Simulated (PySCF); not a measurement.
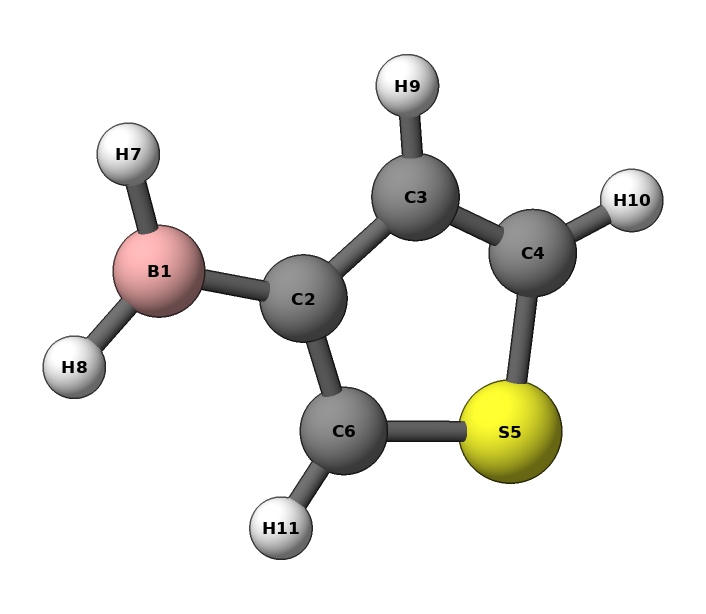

The geometry was computed by an optimisation with PBE0-D3(BJ)/def2-SVP. No frequency run is at hand to confirm it as a minimum. Level of theory: GIAO PBE0/def2-SVP NMR shielding, non-relativistic, gas phase (PySCF 2.14.0). Principal shieldings σ11 ≤ σ22 ≤ σ33, span Ω = σ33 − σ11, skew κ = 3(σiso − σ22)/Ω.

Give the shielding tensors of the B atoms.

```json
{"atom": "B1", "σ11": "−0.1", "σ22": "9.0", "σ33": "130.0", "σiso": "46.3", "Ω": "130.1", "κ": "0.86"}
```

Shieldings and span in ppm.
